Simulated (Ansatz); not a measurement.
# Calculations on BSiH$_{6}$OCl

## 1. Relaxation

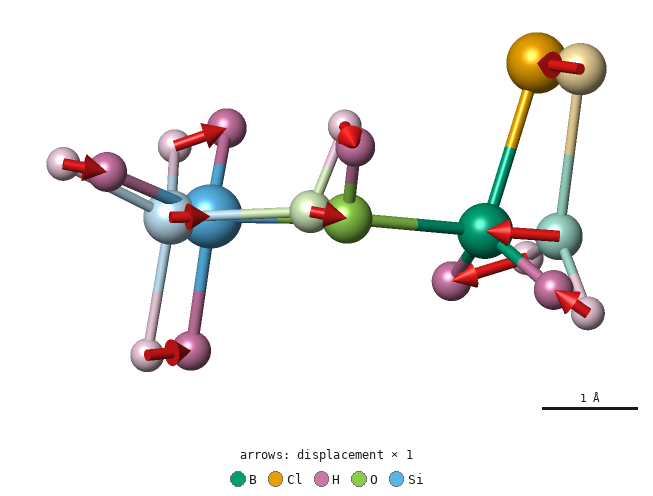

This is a relaxation of BSiH6OCl. The starting structure is drawn faded, the final one solid; red arrows show the displacements, at their true length. The two geometries are superimposed by the best rigid fit.

The picture is a ball-and-stick view, seen at a tilt.

The run prepares an end point of a later path (reaction) calculation, from a guessed geometry.

All numbers below come from RKS revPBE/6-31G* (Ansatz 0.2.0). Set-up: no spin polarisation; force threshold 0.03 eV/Å; at most 50 steps.

What did the optimiser do to the structure, and how much energy did it gain?

Answer. An H atom moves most after the best rigid fit: 0.86 Å. Largest moves by element: H 0.86 Å, B 0.79 Å, Cl 0.70 Å, Si 0.44 Å, O 0.39 Å. Near-neighbour distances that change, for instance: B–Si 4.094 → 2.900 Å, B–O 2.794 → 1.685 Å, O–Si 1.694 → 1.758 Å, B–Cl 1.831 → 1.865 Å. New bonds form, among them: B–O (2.79 → 1.68 Å). Among the angles between lasting bonds that change: H–B–H 126.4° → 118.3°, O–Si–H 111.9° → 104.3°, Cl–B–H 116.7° → 112.9°. Groups turn about O–Si by about 30°. The energy falls by 8.49 kcal/mol in 13 geometry steps. Largest force component: 0.88 eV/Å at the start, 0.022 eV/Å at the end.

Limits of the set-up: the start holds two separate molecules, 2.6 Å apart at their closest, whose relative position is a soft coordinate and is computed without a dispersion correction.

## 2. Relaxation

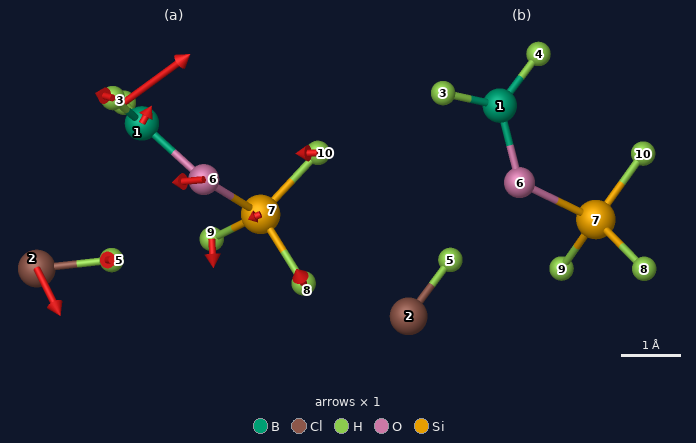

The structure of BSiH6OCl before (left) and after (right) a relaxation, at one scale. The red arrows give the displacements, at their true length.

The picture is a ball-and-stick view, seen at a tilt.

The run prepares an end point of a later path (reaction) calculation, from a guessed geometry.

Theory: Ansatz, RKS revPBE/6-31G*. Set-up: no spin polarisation; force threshold 0.03 eV/Å; at most 50 steps.

Describe what moved and what it gained.

Answer. H4 moves most after the best rigid fit: 1.54 Å. By element the largest moves are H 1.54 Å, Cl 1.00 Å, O 0.68 Å, B 0.35 Å, Si 0.24 Å. Among the contacts that change: B1–O6 1.440 → 1.375 Å, O6–Si7 1.709 → 1.718 Å, Cl2–H5 1.316 → 1.312 Å. Bond angles that change, for instance: B1–O6–Si7 123.8° → 128.3°, O6–Si7–H9 111.3° → 107.5°. Groups turn about O6–Si7 by about 70°. After 27 accepted moves (32 points after the start) the energy has fallen by 24.0 kJ/mol. Largest force component: 1.4 eV/Å at the start, 0.027 eV/Å at the end. The line search rejected the trial steps at points 9, 14, 17, 23, 29 of the run. The forces were under the threshold at step 27, but the run went on from there. Cost: 37 s on 2 threads of Intel(R) Xeon(R) Platinum 8488C (Sapphire Rapids) (shared host), peak memory 0.17 GiB.

Limits of the set-up: the start holds two separate molecules, 2.3 Å apart at their closest, whose relative position is a soft coordinate and is computed without a dispersion correction.

## 3. Path

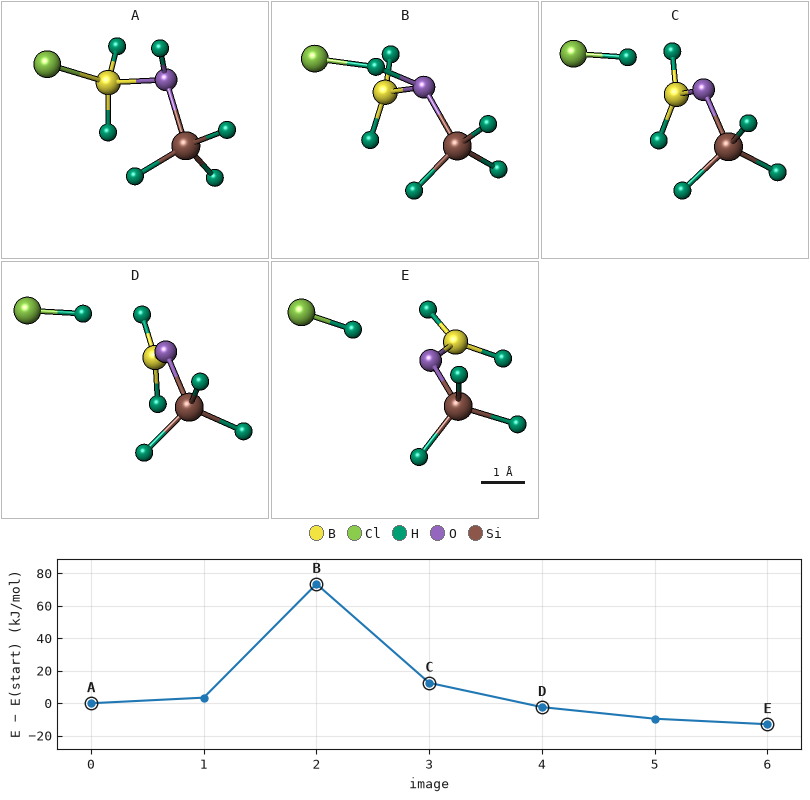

A search for the minimum-energy path of BSiH6OCl by the nudged elastic band. Images are numbered from 0 (start) to 6 (end). Frames A to E are images 0, 2, 3, 4, 6. Style: ball-and-stick. Shown from a free direction.

All numbers below come from RKS revPBE/6-31G* in Ansatz 0.2.0. Set-up: 5 movable images; climbing image; force threshold 0.05 eV/Å; iteration limit 60; starting path through a guess of the saddle point.

Describe the mechanism and the energy profile.

Answer. Forward barrier 73.5 kJ/mol, backward barrier 86.4 kJ/mol, with image 2 at the top; the reaction energy is −12.9 kJ/mol. Breaking: B–Cl (1.87 → 4.10 Å), H–O (0.98 → 1.98 Å). Forming: Cl–H (2.71 → 1.31 Å). The band converged in 31 iterations. The largest component of the band force went from 7.2 to 0.042 eV/Å. The climbing image converged on the top of the path. Its vibrational analysis gives one imaginary mode (969i cm⁻¹), as a transition state must have.
